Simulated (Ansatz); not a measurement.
**Geometry relaxation, with input and output: HfO3 (charge −1)**

System: HfO3, charge −1, multiplicity 2.
Method: UKS r2SCAN-D4/def2-TZVPD (Ansatz 0.2.0).

The geometry: GFN2-xTB start. Figures and captions count atoms from 1; the log counts them from 0 in places.

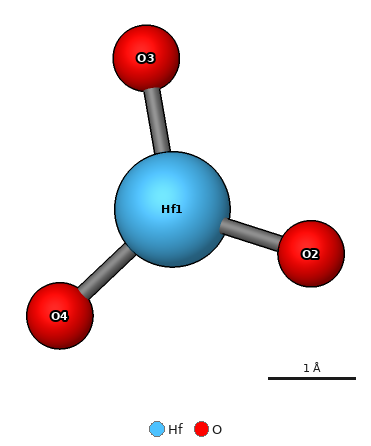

The input geometry (ball-and-stick view, seen at a tilt; atoms are numbered from 1 in the order of the input). Sticks mark near contacts.

### Key numbers

| quantity | value |
| --- | --- |
| outcome | converged |
| total energy | −7450.8917 eV |
| mean-field energy | −7450.8696 eV |
| dispersion energy | −0.0221 eV |
| ⟨S²⟩ | 0.761 |
| HOMO (either spin) | −0.93 eV |
| LUMO (either spin) | −0.54 eV |
| largest force (length of the vector) at the end | 0.002 eV/Å |
| hardware | 4 threads of Arm Neoverse V2, 23 GiB of memory available, shared host |
| wall time | 25 s (CPU time 93 s) |
| peak memory | 0.31 GiB |

### Input
```yaml
crystal:
  periodic: [false, false, false]
  atoms:
    - {symbol: Hf, position_ang: [0.000220, 0.000250, 0.001560]}
    - {symbol: O, position_ang: [0.731840, -1.432340, 0.836810]}
    - {symbol: O, position_ang: [1.029880, 1.060730, -1.047450]}
    - {symbol: O, position_ang: [-1.761930, 0.371360, 0.209080]}
basis:
  gaussian: {orbitals: def2-TZVPD}
total_charge: -1
magnetization: {spin_polarized: true, initial_magnetization: 1}
hamiltonian: {xc: r2scan, dispersion: d4}
scf: {lower_state_search: "off"}
output: {orbitals: {seedname: orbitals}}
relax: {f_tol: 0.02, max_steps: 100}
```

Run as:
```bash
ansatz run in.yaml --threads 4 --pin off --events-out ev --progress --plain --max-ram 3916MiB
```

### Output
```
Functional definition: r2SCAN
  name "r2SCAN"
  cite "Furness, Kaplan, Ning, Perdew & Sun, J. Phys. Chem. Lett. 11, 8208 (2020) doi:10.1021/acs.jpclett.0c02405"
  cite "Furness, Kaplan, Ning, Perdew & Sun, J. Phys. Chem. Lett. 11, 9248 (2020) doi:10.1021/acs.jpclett.0c03077"
  parent r2scan
  parameter k0 = 0.174
  parameter k1 = 0.065
  parameter a1 = 4.9479
  exchange = r2scan_x(k0 = k0, k1 = k1, a1 = a1)
  correlation = r2scan_c
these checks for a lower state are left out or cut short: stability, starts, cluster_reference, orbital_swaps, neighbouring_geometries, increment
919 factors; their error is unknown
mean field evaluation 1: about -7444.4709 eV, gradient 4.1e1 eV
mean field evaluation 2: about -7360.4761 eV, gradient 1.4e2 eV
mean field evaluation 4: about -7445.4608 eV, gradient 3.4e1 eV
mean field evaluation 8: about -7450.5125 eV, gradient 7.9e-1 eV
mean field evaluation 16: about -7450.5091 eV, gradient 5.1e-3 eV
mean field evaluation 32: about -7450.5091 eV, gradient 6.7e-5 eV
mean field -7450.50908506 eV, -273.8011587394 hartree, gradient 4.2e-6 eV, S^2 0.759210; 0 other end points of the search recorded, 0 dependent functions left out
the calculation of the forces begins
reference -7450.50911021 eV, -273.8011596638 hartree; 19, 18 occupied and 144, 145 virtual orbitals, 919 factors
relax step   1: F+E_penalty+E_count = -7450.53193612 eV  Δ(F+E_penalty+E_count) = +0.000e0 eV  max|allowed force component| = 2.760e0 eV/Å  Δτ_max = 0.0000 Å  (59 SCF iters, accepted)
these checks for a lower state are left out or cut short: stability, starts, cluster_reference, orbital_swaps, neighbouring_geometries, increment
919 factors; their error is unknown
mean field -7450.86757614 eV, -273.8143330437 hartree, gradient 1.3e-6 eV, S^2 0.760511; 0 other end points of the search recorded, 0 dependent functions left out
the calculation of the forces begins
reference -7450.86760168 eV, -273.8143339824 hartree; 19, 18 occupied and 144, 145 virtual orbitals, 919 factors
relax step   2: F+E_penalty+E_count = -7450.88967231 eV  Δ(F+E_penalty+E_count) = -3.577e-1 eV  max|allowed force component| = 8.381e-2 eV/Å  Δτ_max = 0.1154 Å  (48 SCF iters, accepted)
these checks for a lower state are left out or cut short: stability, starts, cluster_reference, orbital_swaps, neighbouring_geometries, increment
919 factors; their error is unknown
mean field -7450.86898272 eV, -273.8143847347 hartree, gradient 2.5e-6 eV, S^2 0.760591; 0 other end points of the search recorded, 0 dependent functions left out
the calculation of the forces begins
reference -7450.86900827 eV, -273.8143856736 hartree; 19, 18 occupied and 144, 145 virtual orbitals, 919 factors
relax step   3: F+E_penalty+E_count = -7450.89107982 eV  Δ(F+E_penalty+E_count) = -1.408e-3 eV  max|allowed force component| = 8.487e-2 eV/Å  Δτ_max = 0.0138 Å  (38 SCF iters, accepted)
these checks for a lower state are left out or cut short: stability, starts, cluster_reference, orbital_swaps, neighbouring_geometries, increment
919 factors; their error is unknown
mean field evaluation 64: about -7450.8694 eV, gradient 1.0e-4 eV
mean field -7450.86942542 eV, -273.8144010035 hartree, gradient 1.6e-6 eV, S^2 0.760667; 0 other end points of the search recorded, 0 dependent functions left out
the calculation of the forces begins
reference -7450.86945097 eV, -273.8144019426 hartree; 19, 18 occupied and 144, 145 virtual orbitals, 919 factors
relax step   4: F+E_penalty+E_count = -7450.89151958 eV  Δ(F+E_penalty+E_count) = -4.398e-4 eV  max|allowed force component| = 5.874e-2 eV/Å  Δτ_max = 0.0061 Å  (42 SCF iters, accepted)
these checks for a lower state are left out or cut short: stability, starts, cluster_reference, orbital_swaps, neighbouring_geometries, increment
919 factors; their error is unknown
mean field -7450.86961251 eV, -273.8144078790 hartree, gradient 2.1e-6 eV, S^2 0.760741; 0 other end points of the search recorded, 0 dependent functions left out
the calculation of the forces begins
reference -7450.86963807 eV, -273.8144088183 hartree; 19, 18 occupied and 144, 145 virtual orbitals, 919 factors
relax step   5: F+E_penalty+E_count = -7450.89170387 eV  Δ(F+E_penalty+E_count) = -1.843e-4 eV  max|allowed force component| = 1.477e-2 eV/Å  Δτ_max = 0.0043 Å  (41 SCF iters, accepted)
these checks for a lower state are left out or cut short: stability, starts, cluster_reference, orbital_swaps, neighbouring_geometries, increment
919 factors; their error is unknown
mean field -7450.86962308 eV, -273.8144082673 hartree, gradient 2.9e-6 eV, S^2 0.760753; 0 other end points of the search recorded, 0 dependent functions left out
the calculation of the forces begins
reference -7450.86964864 eV, -273.8144092066 hartree; 19, 18 occupied and 144, 145 virtual orbitals, 919 factors
relax step   6: F+E_penalty+E_count = -7450.89171326 eV  Δ(F+E_penalty+E_count) = -9.394e-6 eV  max|allowed force component| = 1.782e-3 eV/Å  Δτ_max = 0.0009 Å  (41 SCF iters, accepted)
```

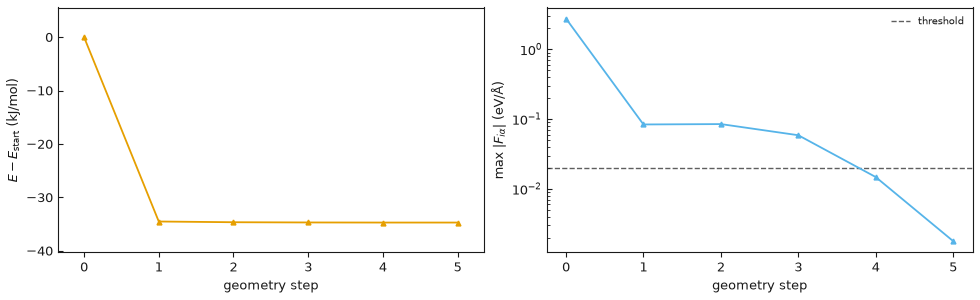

Progress of the relaxation, step by step (the first geometry is step 0 here and step 1 in the log).

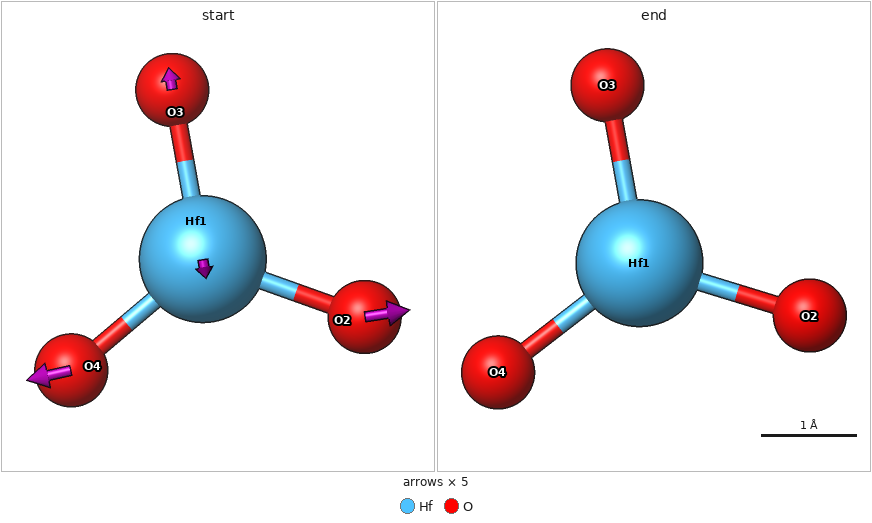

Before (left) and after (right) the relaxation, at one scale (ball-and-stick view, seen at a tilt). The pink arrows give the displacements, magnified 5 times. After 5 geometry steps the energy has fallen by 34.7 kJ/mol. Largest force component: 2.8 eV/Å at the start, 0.0018 eV/Å at the end. The largest moves after the best rigid fit, 0.099 Å, are those of O2 and O4. By element the largest moves are O 0.099 Å, Hf 0.043 Å. Among the contacts that change: Hf1–O3 1.813 → 1.905 Å, Hf1–O2 1.813 → 1.880 Å. Among the angles that change: O2–Hf1–O4 120.1° → 125.2°, O2–Hf1–O3 120.0° → 117.4°. (Atoms are counted from 1 in the order of the input.)

```
Total energy: -7450.89173882 eV, -273.8152210058 hartree
Atom 0 at    -0.025075    -0.025520     0.025298 Å, force    -0.001405    -0.000747     0.000897 eV/Å
Atom 1 at     0.808674    -1.490208     0.858439 Å, force     0.000812    -0.001702     0.001020 eV/Å
Atom 2 at     1.058972     1.089427    -1.075589 Å, force     0.000331     0.001782    -0.001371 eV/Å
Atom 3 at    -1.842561     0.426300     0.191852 Å, force     0.000262     0.000668    -0.000546 eV/Å
Dipole moment:    -0.046698    -0.046910     0.046706 e Å
Checks for a lower state left out: stability, starts, cluster_reference, orbital_swaps, neighbouring_geometries, increment
```

### Trajectory as extended XYZ (Å, eV, eV/Å), 6 frames, from step=1 to step=6
```
4
Properties=species:S:1:pos:R:3:forces:R:3 step=1 energy=-7450.53194
Hf    0.0002    0.0003    0.0016   -0.6156  -0.7735   0.7382
O     0.7318   -1.4323    0.8368    1.4829  -2.1676   1.1621
O     1.0299    1.0607   -1.0474    1.8923   2.0155  -1.9765
O    -1.7619    0.3714    0.2091   -2.7596   0.9256   0.0762
4
Properties=species:S:1:pos:R:3:forces:R:3 step=2 energy=-7450.88967
Hf   -0.0246   -0.0325    0.0316   -0.0838   0.0518  -0.0161
O     0.8260   -1.4959    0.8574   -0.0326  -0.0076   0.0148
O     1.0410    1.0834   -1.0668    0.0561   0.0227  -0.0312
O    -1.8424    0.4450    0.1778    0.0603  -0.0668   0.0325
4
Properties=species:S:1:pos:R:3:forces:R:3 step=3 energy=-7450.89108
Hf   -0.0236   -0.0265    0.0266   -0.0849  -0.0600   0.0655
O     0.8160   -1.4930    0.8581   -0.0145   0.0232  -0.0125
O     1.0505    1.0856   -1.0708    0.0608   0.0533  -0.0548
O    -1.8429    0.4339    0.1861    0.0385  -0.0164   0.0018
4
Properties=species:S:1:pos:R:3:forces:R:3 step=4 energy=-7450.89152
Hf   -0.0246   -0.0249    0.0253   -0.0373  -0.0587   0.0521
O     0.8119   -1.4911    0.8580   -0.0104   0.0230  -0.0136
O     1.0559    1.0869   -1.0731    0.0337   0.0362  -0.0352
O    -1.8432    0.4291    0.1898    0.0139  -0.0004  -0.0033
4
Properties=species:S:1:pos:R:3:forces:R:3 step=5 energy=-7450.89170
Hf   -0.0254   -0.0250    0.0251    0.0006  -0.0148   0.0104
O     0.8091   -1.4899    0.8580   -0.0014   0.0024  -0.0013
O     1.0593    1.0887   -1.0752    0.0042   0.0089  -0.0075
O    -1.8430    0.4262    0.1920   -0.0034   0.0035  -0.0016
4
Properties=species:S:1:pos:R:3:forces:R:3 step=6 energy=-7450.89171
Hf   -0.0251   -0.0255    0.0253   -0.0014  -0.0007   0.0009
O     0.8087   -1.4902    0.8584    0.0008  -0.0017   0.0010
O     1.0590    1.0894   -1.0756    0.0003   0.0018  -0.0014
O    -1.8426    0.4263    0.1919    0.0003   0.0007  -0.0005
```

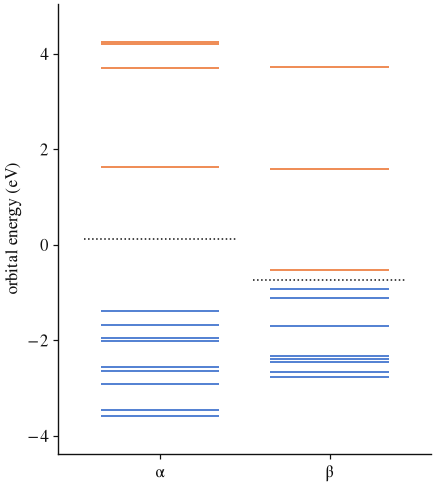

Orbital energies near the frontier for α and β spins; the dotted line parts filled from empty levels, and levels within 0.02 eV of each other stand side by side. α: highest filled −1.39 eV, lowest empty 1.62 eV, 3.01 eV apart; β: highest filled −0.93 eV, lowest empty −0.54 eV, 0.39 eV apart.
